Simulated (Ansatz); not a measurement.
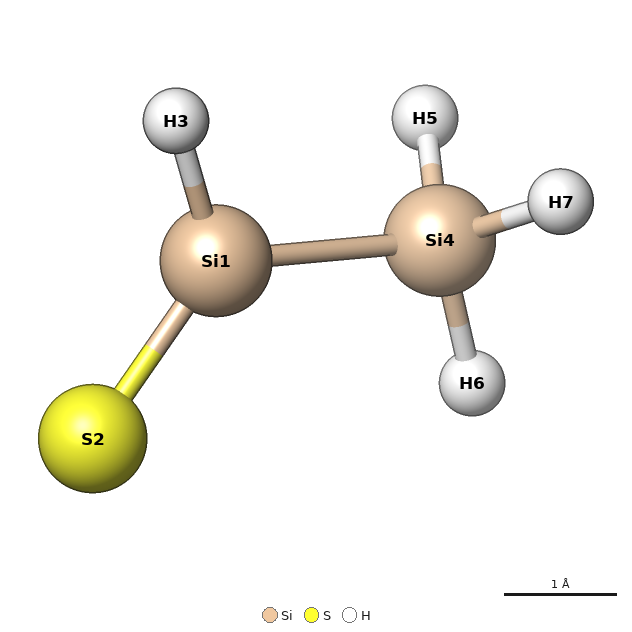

The geometry was computed by an optimisation with PBE0-D4/def2-TZVP.

Give the bond lengths.

```tsv
bond	length (Å)
Si1–S2	1.948
Si1–H3	1.493
Si1–Si4	2.343
Si4–H5	1.488
Si4–H6	1.482
Si4–H7	1.488
```
